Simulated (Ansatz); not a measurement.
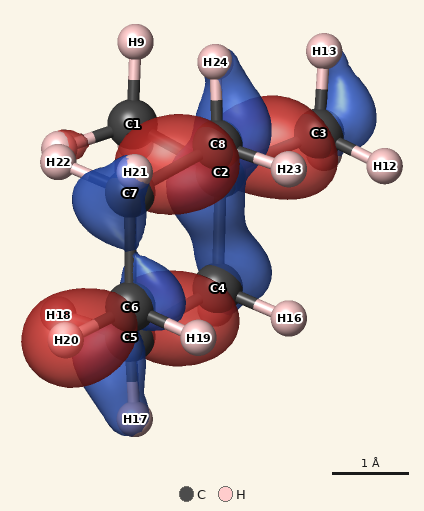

Figure. C₈H₁₆ (SMILES CC1(C)CCCCC1). The HOMO−1 at ±0.15 Å⁻³ᐟ² (red and blue are the two phases), seen at an oblique angle.

Geometry: PBE0-D4/def2-TZVP.

Theory: Ansatz 0.2.0, RKS PBE0-D4/def2-TZVPP.

| atom | x (Å) | y (Å) | z (Å) |
| --- | --- | --- | --- |
| C | 0.3352 | -1.1701 | -1.4214 |
| C | 0.3589 | -0.7723 | 0.0530 |
| C | 0.9871 | -1.9091 | 0.8497 |
| C | -1.0643 | -0.5247 | 0.5698 |
| C | -1.7197 | 0.7185 | -0.0152 |
| C | -0.8594 | 1.9530 | 0.2135 |
| C | 0.5477 | 1.7507 | -0.3302 |
| C | 1.1897 | 0.5013 | 0.2566 |
| H | 1.3496 | -1.3595 | -1.7842 |
| H | -0.1038 | -0.4001 | -2.0579 |
| H | -0.2462 | -2.0859 | -1.5625 |
| H | 1.0249 | -1.6669 | 1.9156 |
| H | 2.0094 | -2.1065 | 0.5134 |
| H | 0.4128 | -2.8333 | 0.7352 |
| H | -1.6800 | -1.4099 | 0.3741 |
| H | -1.0178 | -0.4158 | 1.6611 |
| H | -2.7092 | 0.8578 | 0.4307 |
| H | -1.8865 | 0.5844 | -1.0900 |
| H | -0.8011 | 2.1539 | 1.2911 |
| H | -1.3232 | 2.8325 | -0.2430 |
| H | 1.1693 | 2.6234 | -0.1082 |
| H | 0.5089 | 1.6749 | -1.4228 |
| H | 1.3269 | 0.6515 | 1.3353 |
| H | 2.1907 | 0.3522 | -0.1637 |

### Describe this orbital and give its energy.

Its weight (Hirshfeld) is mainly on C3 (about 10 %), C2 (about 10 %), C4 (about 10 %), C8 (about 10 %), C7 (about 10 %) and C5 (about 10 %). Its energy is −8.27 eV.
